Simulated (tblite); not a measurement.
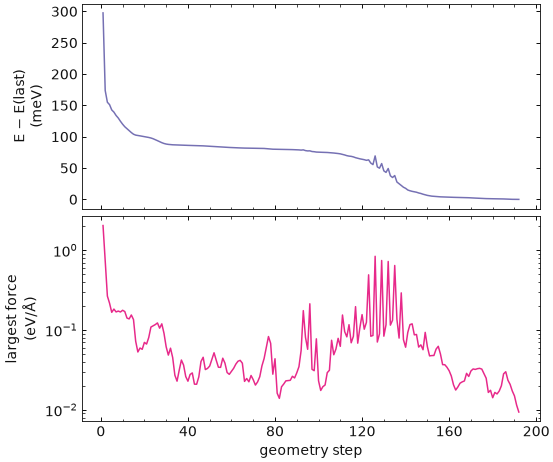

History of a geometry optimisation.

C₄H₈F₃OS (SMILES C[S+](C)COC(F)(F)F) (charge +1); tblite 0.8.0, GFN2-xTB geometry optimisation, gas phase.

> How did it end, and what did it gain?

The optimisation met its thresholds at geometry 192, counting the start as the first. The energy fell by about 300 meV from the first step to the last, with a rise at steps 126, 129, 132 and 135. The largest force goes from about 2 eV/Å at the start to 9 × 10⁻³ eV/Å at the end.
